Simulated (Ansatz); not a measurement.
The structure below was relaxed with LDA (Ansatz, a first-principles code, PAW, no SOC), at pressure 2.1 GPa.

```xyz
3
Lattice="0.0000 2.4944 2.4944 2.4944 0.0000 2.4944 2.4944 2.4944 0.0000" Properties=species:S:1:pos:R:3 pbc="T T T"
Hf     0.0000     0.0000     0.0000
O      1.2472     1.2472     1.2472
O      3.7416     3.7416     3.7416
```

Task: Find the space group and the Wyckoff positions.

Result: Space group Fm-3m (No. 225); a = 4.9888 Å, b = 4.9888 Å, c = 4.9888 Å, α = 90.00°, β = 90.00°, γ = 90.00°

```json
[
 {"atom": "Hf", "site": "4a", "symmetry": "m-3m", "x": "0.0000", "y": "0.0000", "z": "0.0000"},
 {"atom": "O", "site": "8c", "symmetry": "-43m", "x": "0.2500", "y": "0.2500", "z": "0.2500"}
]
```

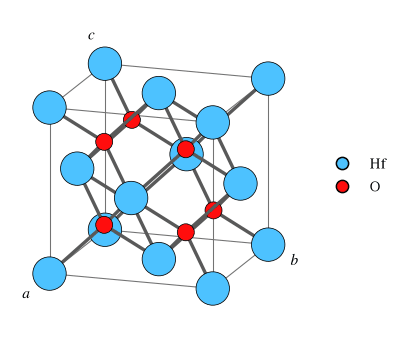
Figure. The conventional cell

Load acts through the strain it causes; cell and atoms are relaxed under it. Stability against distortions was not tested. The cell was made from HfO$_{2}$ in the fluorite structure (space group Fm-3m, No. 225) by this change: pressure 2.1 GPa. This is not the structure that HfO2 has at room temperature and ambient pressure.
